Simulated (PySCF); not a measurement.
# B2O2 (SMILES O=BB=O): levels of theory compared

Aim: a comparison of 6 runs (HF/3-21G, SVWN5/3-21G, B3LYP/6-31G*, PBE0/def2-SVP, PBE/6-31+G*) of B2O2. 

Program for the calculation: PySCF 2.14.0.

### Step 1. The molecule

B2O2: 4 atoms, total charge 0, spin state singlet. As SMILES, `O=BB=O`. The coordinates come from a GFN2-xTB relaxation.

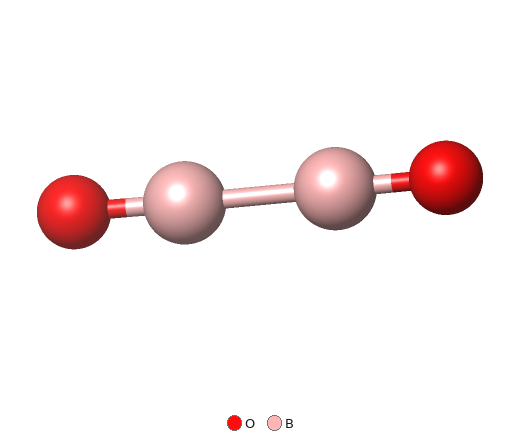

Viewed from a chosen angle; oxygen red, boron pink.

### Step 2. Energy and forces at HF/3-21G (run 1)

run.py reads:

```python
# diboron dioxide
from pyscf import gto, scf

mol = gto.M(
    atom='''
O       -0.733460       0.451810       1.802120
B       -0.300580       0.189000       0.727450
B        0.295060      -0.182970      -0.731290
O        0.738970      -0.457840      -1.798280
''',
    spin=0,
    charge=0,
    verbose=3,
    basis='3-21g',
    max_memory=1860,
)

mf = scf.RHF(mol)
mf.conv_tol = 1e-10
mf.kernel()
if not mf.converged:
    mf = mf.newton().run(mf.mo_coeff, mf.mo_occ)

e_tot = mf.e_tot
print(f'total energy: {e_tot:.8f} hartree')
grad = mf.nuc_grad_method().kernel()
mf.analyze()
```

On the command line:

```bash
$ OMP_NUM_THREADS=1 python run.py
```

Standard output:

```text
converged SCF energy = -198.083093296887
total energy: -198.08309330 hartree
--------------- RHF gradients ---------------
         x                y                z
0 O     0.0160907219    -0.0100732055    -0.0394855607
1 B    -0.0154130255     0.0099663125     0.0380063117
2 B     0.0155503084    -0.0100693406    -0.0382186996
3 O    -0.0162280048     0.0101762336     0.0396979485
----------------------------------------------
**** MO energy ****
MO #1   energy= -20.518068971895   occ= 2
MO #2   energy= -20.5180436159582  occ= 2
MO #3   energy= -7.6524719597807   occ= 2
MO #4   energy= -7.65232080337331  occ= 2
MO #5   energy= -1.3822704590719   occ= 2
MO #6   energy= -1.38119973620517  occ= 2
MO #7   energy= -0.717809764950996 occ= 2
MO #8   energy= -0.656297757121288 occ= 2
MO #9   energy= -0.634621228020901 occ= 2
MO #10  energy= -0.56765541472687  occ= 2
MO #11  energy= -0.567653928120605 occ= 2
MO #12  energy= -0.541667090701692 occ= 2
MO #13  energy= -0.541666482033843 occ= 2
MO #14  energy= 0.0622889952719115 occ= 0
MO #15  energy= 0.0622932260505501 occ= 0
MO #16  energy= 0.215873203440554  occ= 0
MO #17  energy= 0.314316856919359  occ= 0
MO #18  energy= 0.314383507777119  occ= 0
MO #19  energy= 0.350131874306183  occ= 0
MO #20  energy= 0.521812288753981  occ= 0
MO #21  energy= 0.587814681733462  occ= 0
MO #22  energy= 0.587817935465307  occ= 0
MO #23  energy= 0.658309369089256  occ= 0
MO #24  energy= 0.658359108867887  occ= 0
MO #25  energy= 0.661724890051041  occ= 0
MO #26  energy= 1.14815008966638   occ= 0
MO #27  energy= 1.2290193319423    occ= 0
MO #28  energy= 1.34802166570515   occ= 0
MO #29  energy= 1.82466796451267   occ= 0
MO #30  energy= 1.82468128090399   occ= 0
MO #31  energy= 1.84813769349747   occ= 0
MO #32  energy= 1.96519127692147   occ= 0
MO #33  energy= 1.96532952236696   occ= 0
MO #34  energy= 2.00510404281908   occ= 0
MO #35  energy= 3.50616685393222   occ= 0
MO #36  energy= 3.52234878790278   occ= 0
 ** Mulliken atomic charges  **
charge of    0O =     -0.29187
charge of    1B =      0.29186
charge of    2B =      0.29183
charge of    3O =     -0.29182
Dipole moment(X, Y, Z, Debye): -0.02527,  0.02766, -0.01784
```

Run time: 1.2 s. Hardware: 1 thread of Intel Xeon at 2.70GHz, shared host; peak memory 0.12 GiB.

### Step 3. Energy and gradient at SVWN5/3-21G (run 2)

mol.xyz reads:

```xyz
4
B2O2
O     -0.733460     0.451810     1.802120
B     -0.300580     0.189000     0.727450
B      0.295060    -0.182970    -0.731290
O      0.738970    -0.457840    -1.798280
```

input.py reads:

```python
from pyscf import gto, dft

system = gto.Mole()
system.atom = 'mol.xyz'
system.basis = '3-21g'
system.verbose = 3
system.max_memory = 1860
system.build()

mf = dft.RKS(system)
mf.xc = 'svwn'
mf.grids.level = 5
mf.conv_tol = 1e-10
mf.kernel()
if not mf.converged:
    mf = mf.newton().run(mf.mo_coeff, mf.mo_occ)

e_tot = mf.e_tot
print('E(%s) = %.9f' % ('SVWN5', e_tot))
grad = mf.nuc_grad_method().kernel()
dip = mf.dip_moment()
pop, q = mf.mulliken_pop()
```

On the command line:

```bash
$ OMP_NUM_THREADS=1 python input.py
```

Standard output:

```text
converged SCF energy = -197.531272492897
E(SVWN5) = -197.531272493
--------------- RKS gradients ---------------
         x                y                z
0 O     0.0315188508    -0.0193995357    -0.0778072859
1 B    -0.0350078336     0.0218673627     0.0865350180
2 B     0.0355727390    -0.0224384227    -0.0864466230
3 O    -0.0320836330     0.0199687348     0.0777168207
----------------------------------------------
Dipole moment(X, Y, Z, Debye): -0.01542,  0.01686, -0.01078
 ** Mulliken pop  **
pop of  0 O 1s            1.98433
pop of  0 O 2s            0.44731
pop of  0 O 3s            1.43138
pop of  0 O 2px           0.67867
pop of  0 O 2py           0.66743
pop of  0 O 2pz           0.77093
pop of  0 O 3px           0.74578
pop of  0 O 3py           0.75102
pop of  0 O 3pz           0.70306
pop of  1 B 1s            1.98705
pop of  1 B 2s            0.40599
pop of  1 B 3s            0.46634
pop of  1 B 2px           0.37815
pop of  1 B 2py           0.34961
pop of  1 B 2pz           0.61192
pop of  1 B 3px           0.23471
pop of  1 B 3py           0.24647
pop of  1 B 3pz           0.13988
pop of  2 B 1s            1.98706
pop of  2 B 2s            0.40599
pop of  2 B 3s            0.46626
pop of  2 B 2px           0.37966
pop of  2 B 2py           0.35063
pop of  2 B 2pz           0.60954
pop of  2 B 3px           0.23319
pop of  2 B 3py           0.24544
pop of  2 B 3pz           0.14240
pop of  3 O 1s            1.98433
pop of  3 O 2s            0.44731
pop of  3 O 3s            1.43131
pop of  3 O 2px           0.67943
pop of  3 O 2py           0.66794
pop of  3 O 2pz           0.76973
pop of  3 O 3px           0.74554
pop of  3 O 3py           0.75086
pop of  3 O 3pz           0.70337
 ** Mulliken atomic charges  **
charge of    0O =     -0.17991
charge of    1B =      0.17988
charge of    2B =      0.17984
charge of    3O =     -0.17982
```

Wall time 3.6 s (1 thread of Intel Xeon at 2.70GHz, shared host); peak memory 0.24 GiB.

Runs 3 to 5 aren't shown in full; the table further down has their settings and results.

### Step 4. Energy and forces at PBE/6-31+G(d) (spherical functions) (run 6)

calc.py reads:

```python
from pyscf import gto, dft

system = gto.M(
    atom='''
O     -1.386039     0.853797     3.405513
B     -0.568014     0.357158     1.374681
B      0.557583    -0.345763    -1.381938
O      1.396451    -0.865192    -3.398257
''',
    spin=0,
    unit='bohr',
    basis='6-31+g*',
    verbose=4,
    max_memory=1860,
)

calc0 = dft.RKS(system)
calc0.xc = 'pbe'
calc0.conv_tol = 1e-10
calc0.grids.level = 5
calc0.kernel()
if not calc0.converged:
    calc0 = calc0.newton().run(calc0.mo_coeff, calc0.mo_occ)

etot = calc0.e_tot
print(f'total energy: {etot:.8f} hartree')
grad = calc0.nuc_grad_method().kernel()
calc0.analyze()
```

On the command line:

```bash
$ OMP_NUM_THREADS=1 python calc.py
```

Standard output:

```text
PySCF version 2.14.0

[... 100 lines left out ...]
MO #2   energy= -18.8194833284709  occ= 2
[... 9 lines left out ...]
MO #12  energy= -0.349223179823549 occ= 2
[... 9 lines left out ...]
MO #22  energy= 0.0615587455098377 occ= 0
[... 9 lines left out ...]
MO #32  energy= 0.254098649992481  occ= 0
[... 9 lines left out ...]
MO #42  energy= 0.845918133074108  occ= 0
[... 9 lines left out ...]
MO #52  energy= 1.16010943774617   occ= 0
[... 9 lines left out ...]
MO #62  energy= 1.80520410282605   occ= 0
[... 9 lines left out ...]
MO #72  energy= 3.495734785829     occ= 0
[... 79 lines left out ...]
Dipole moment(X, Y, Z, Debye): -0.02169,  0.02374, -0.01524
```

Wall time 17 s (1 thread of Intel Xeon at 2.70GHz, shared host); peak memory 0.72 GiB.

### Step 5. The series

```
run                               level  integration grid  Cartesian functions  energy (Eh)  dipole moment (D)  HOMO energy (eV)  LUMO energy (eV)  wall time
  1                            HF/3-21G                 –                   no  -198.083093               0.04            -14.74              1.69      1.2 s
  2                         SVWN5/3-21G                 5                   no  -197.531272               0.03             -9.64             -2.90      3.6 s
  3  B3LYP/6-31G* (spherical functions)                 5                   no  -200.234452               0.03            -10.40             -2.16       11 s
  4                       PBE0/def2-SVP                 5                   no  -199.850904               0.04            -10.99             -2.21       13 s
  5  B3LYP/6-31G* (Cartesian functions)                 5                  yes  -200.237348               0.03            -10.41             -2.16       11 s
  6   PBE/6-31+G* (spherical functions)                 5                   no  -200.006733               0.04             -9.50             -3.28       17 s
```

### Step 6. Summary of results

```
                       quantity          value
            run 6: total energy  -200.00673 Eh
           run 6: dipole moment         0.04 D
             run 6: HOMO energy       -9.50 eV
             run 6: LUMO energy       -3.28 eV
           run 6: HOMO–LUMO gap        6.22 eV
run 6: largest force on an atom     2.813 eV/Å
```

**Reading.** The HOMO–LUMO gap runs from 6.22 eV (PBE/6-31+G*) to 16.43 eV (HF/3-21G). The two ends differ in method and basis. Totals of different functionals can't be ranked against each other. All runs together took 57 s, the longest 17 s.
